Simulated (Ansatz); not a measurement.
**One shape, several levels: [PH2]− (phosphanide)**

We compute a comparison of 6 runs (HF/6-31G*, BLYP/3-21G, HSE06/3-21G, revPBE/6-31G*, RPA@PBE/6-31G*, CCSD/6-31G*) of [PH2]− (phosphanide). 

Program for the calculation: Ansatz 0.2.0.

2 further runs of the same task are left out: 2 that didn't finish.

**1. Starting point**

[PH2]− has 3 atoms, charge -1, and is taken as a singlet. SMILES: `[PH2-]`. The H2–P1 distance was set to 2.018 Å, away from the relaxed value. At this shape a bond of the SMILES string is far longer than usual.

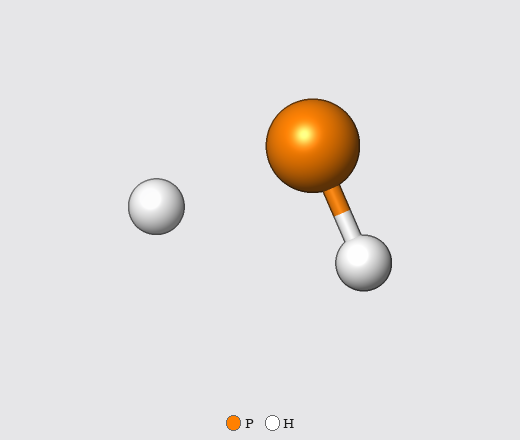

The structure, seen from a chosen angle (phosphorus orange, hydrogen white).

**2. A single-point energy at HF/6-31G(d) (spherical functions) (run 1)**

in.yaml

```yaml
basis:
  gaussian:
    orbitals: 6-31G_st_-spherical.json
crystal:
  periodic: [false, false, false]
  atoms:
    - symbol: P
      position_ang: [0.695579, -0.935462, 0.285009]
    - symbol: H
      position_ang: [0.105590, 0.990220, 0.165130]
    - symbol: H
      position_ang: [-0.407841, -1.338532, -0.370221]
total_charge: -1
hamiltonian:
  xc: hf
accuracy: high
```

The basis set 6-31G* is read from a file made from the Basis Set Exchange's data (not shown).

Run with:

```bash
$ ansatz run in.yaml --threads 1 --pin off --max-ram 2610MiB --events-out events.jsonl --progress --plain --runs-dir runs
```

The program printed:

```text
Warning: RAYON_NUM_THREADS=1 ignored (pool sized by the plan → 1); use --threads N
Functional definition: HF
  name "HF"
  exchange = exact_x
  correlation = 0
383 factors; integrals over basis functions are off by at most 3.4e-9 eV
mean field evaluation 1: about -9299.7634 eV, gradient 9.8e0 eV
mean field evaluation 2: about -9299.7641 eV, gradient 9.8e0 eV
mean field evaluation 4: about -9300.2868 eV, gradient 8.1e-1 eV
mean field evaluation 8: about -9300.2913 eV, gradient 3.1e-4 eV
mean field -9300.29133113 eV, -341.7794024552 hartree, gradient 2.0e-8 eV, S^2 0.000000; 0 other end points of the search recorded, 0 dependent functions left out
reference -9300.29133113 eV, -341.7794024552 hartree; 9, 9 occupied and 13, 13 virtual orbitals, 383 factors
Total energy: -9300.29133113 eV, -341.7794024552 hartree
```

Run time: 0.14 s. Hardware: 1 thread of Arm Neoverse V1, shared host.

**3. The energy at BLYP/3-21G (run 2)**

Changes to in.yaml since step 2:

```diff
@@ -1,4 +1 @@
-basis:
-  gaussian:
-    orbitals: 6-31G_st_-spherical.json
 crystal:
@@ -12,5 +9,8 @@
       position_ang: [-0.407841, -1.338532, -0.370221]
+basis:
+  gaussian:
+    orbitals: 3-21G.json
 total_charge: -1
 hamiltonian:
-  xc: hf
+  xc: {name: BLYP}
 accuracy: high
```

The basis set 3-21G is read from a file made from the Basis Set Exchange's data (not shown).

Run with:

```bash
$ ansatz run in.yaml --threads 1 --pin off --max-ram 2610MiB --events-out events.jsonl --progress --plain --runs-dir runs
```

The program printed:

```text
Warning: RAYON_NUM_THREADS=1 ignored (pool sized by the plan → 1); use --threads N
Functional definition: BLYP
  name "BLYP"
  parameter beta = 0.0042
  parameter a = 0.04918
  parameter b = 0.132
  parameter c = 0.2533
  parameter d = 0.349
  exchange = b88_x(beta = beta)
  correlation = lyp_c(a = a, b = b, c = c, d = d)
319 factors; integrals over basis functions are off by at most 2.2e-9 eV
mean field evaluation 1: about -9270.7735 eV, gradient 1.0e1 eV
mean field evaluation 2: about -9269.2026 eV, gradient 2.0e1 eV
mean field evaluation 4: about -9271.1940 eV, gradient 3.2e-1 eV
mean field evaluation 8: about -9271.1866 eV, gradient 2.0e-2 eV
mean field evaluation 16: about -9271.1866 eV, gradient 8.2e-9 eV
mean field -9271.18655693 eV, -340.7098217311 hartree, gradient 4.7e-8 eV, S^2 0.000000; 0 other end points of the search recorded, 0 dependent functions left out
reference -9271.18659133 eV, -340.7098229955 hartree; 9, 9 occupied and 8, 8 virtual orbitals, 319 factors
Total energy: -9271.18659133 eV, -340.7098229955 hartree
```

Run time: 0.5 s. Hardware: 1 thread of Arm Neoverse V1, shared host.

Runs 3 to 5 aren't shown in full; the table further down has their settings and results.

**4. A single-point energy at CCSD/6-31G(d) (spherical functions) (run 6)**

Changes to in.yaml since step 3:

```diff
@@ -11,6 +11,9 @@
   gaussian:
-    orbitals: 3-21G.json
+    orbitals: 6-31G_st_-spherical.json
 total_charge: -1
-hamiltonian:
-  xc: {name: BLYP}
+correlation:
+  method: ccsd
+  frozen_orbitals: {H: 0, P: 5}
 accuracy: high
+scf:
+  omitted_lower_state_checks: [cluster_reference, increment]
```

The basis set 6-31G* is read from a file made from the Basis Set Exchange's data (not shown).

Run with:

```bash
$ ansatz run in.yaml --threads 1 --pin off --max-ram 2610MiB --events-out events.jsonl --progress --plain --runs-dir runs
```

The program printed (excerpt; [...] marks lines left out):

```text
Warning: RAYON_NUM_THREADS=1 ignored (pool sized by the plan → 1); use --threads N
[... 2 set-up lines as earlier in the session ...]
[...]
383 factors; integrals over basis functions are off by at most 3.4e-9 eV
[...]
mean field -9300.29133113 eV, -341.7794024552 hartree, gradient 2.0e-8 eV, S^2 0.000000; 0 other end points of the search recorded, 0 dependent functions left out; unrestricted orbitals would lower it
5 core orbitals not correlated: weight in the atoms' cores, before any rotation towards them, 1.000 or more for the frozen orbitals, at most 0.000 for the correlated occupied ones
reference -9300.29133113 eV, -341.7794024552 hartree; 4, 4 occupied and 13, 13 virtual orbitals, 383 factors
second order -2.83837547 eV of doubles, -0.00000000 eV of singles
cycle   1  -3.33472960 eV  change   -5.0e-1 eV  update   7.5e-2
[...]
cycle  19  -3.61655563 eV  change   4.2e-10 eV  update  7.6e-10
Total energy: -9303.90788676 eV, -341.9123084231 hartree
Checks for a lower state left out: cluster_reference, increment
```

It took 0.22 s on 1 thread of Arm Neoverse V1, shared host.

**5. All runs side by side**

```tsv
run	level	frozen core orbitals	energy (Eh)	wall time
1	HF/6-31G* (spherical functions)	–	-341.779402	0.14 s
2	BLYP/3-21G	–	-340.709823	0.5 s
3	HSE06/3-21G	–	-340.583083	0.67 s
4	revPBE/6-31G* (spherical functions)	–	-342.391197	0.64 s
5	RPA@PBE/6-31G* (spherical functions)	5	-341.980461	0.93 s
6	CCSD/6-31G* (spherical functions)	5	-341.912308	0.22 s
```

**6. What came out**

```
                                          quantity          value
                               run 6: total energy  -341.91231 Eh
run 6: correlation energy (5 core orbitals frozen)     -132.9 mEh
                              run 6: T1 diagnostic          0.021
```

**Reading.** Totals of different functionals can't be ranked against each other. In run 6 the log says that unrestricted orbitals would lower the reference, so the values rest on an unstable closed-shell determinant (other closed-shell runs at this shape may share the fault). All runs together took 3.1 s, the longest 0.93 s.
